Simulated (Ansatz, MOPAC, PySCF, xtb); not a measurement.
HCl (SMILES Cl) and GeH4 (SMILES [GeH4]) are pulled apart as rigid monomers along the line of their centres of mass, from the B3LYP-D3(BJ)/def2-TZVP minimum. Starting geometry (charge 0, multiplicity 1):
```xyz
7

Cl    -0.442     0.893    -0.641
H     -0.268     0.015     0.281
Ge     0.003    -0.054     3.326
H      0.162    -0.975     4.542
H      0.002    -0.926     2.053
H      1.175     0.932     3.247
H     -1.327     0.706     3.404
```

Interaction energies with rigid monomers; basis-set methods are counterpoise corrected unless marked otherwise.

Rows in 6-31G* carry no dispersion term and start afresh at each structure (6-31G* with six Cartesian d functions); the Pople sets are all-electron and without relativity. MP2/6-31G* freezes PySCF's default core, which leaves 3d correlated. The state that PM3 reach isn't checked.

The values were computed with Ansatz (Gaussian orbitals); MOPAC for PM3 (differences of heats of formation); PySCF for 6-31G* rows, the dispersion terms; xtb for the GFN methods. 

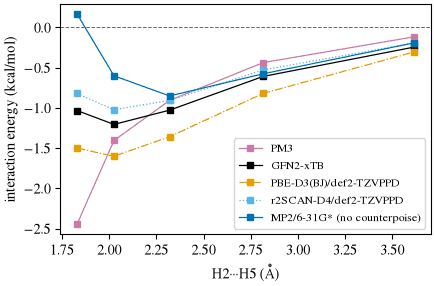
Interaction energy against separation

Task: Which level binds most strongly at H2···H5 = 2.02, and by how much?

Result: PBE-D3(BJ)/def2-TZVPPD, -1.6 kcal/mol.

Ansatz is a quantum-chemistry and plane-wave program.
